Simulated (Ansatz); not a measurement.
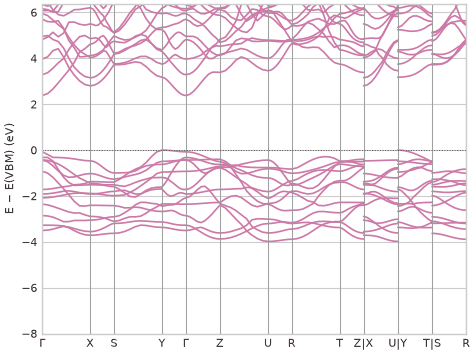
Figure. Band structure from r²SCAN in the plane-wave PAW code Ansatz

Task: Read off the gap and where the band edges lie.

Result: About 2.4 eV (2.38 eV by a search for the band edges); maximum at Y, minimum at Γ.

Task: Which of these materials gives this?
(A) SnSe, Pnma (Sn on 4c, Se on 4c)
(B) Mg4Te3S, Pmm2 (Pearson symbol oP8)
(C) Cd4TeSe3, Pmm2 (Pearson symbol oP8)
(D) Sb2Os, Pnnm (Sb on 4g, Os on 2a)

Result: B, Mg4Te3S, Pmm2 (Pearson symbol oP8)

The workflow started from a Materials Project entry (that database holds measured and hypothetical structures alike); the Crystallography Open Database copy checked does not list it. Its standing as an ambient phase is unchecked. The cell was relaxed with r²SCAN under the symmetry of its start; whether a distortion lowers the energy is not shown. Scalar-relativistic: spin–orbit coupling is off unless named, which matters more the heavier the elements.

Potentials: the later of the program's two PAW sets.
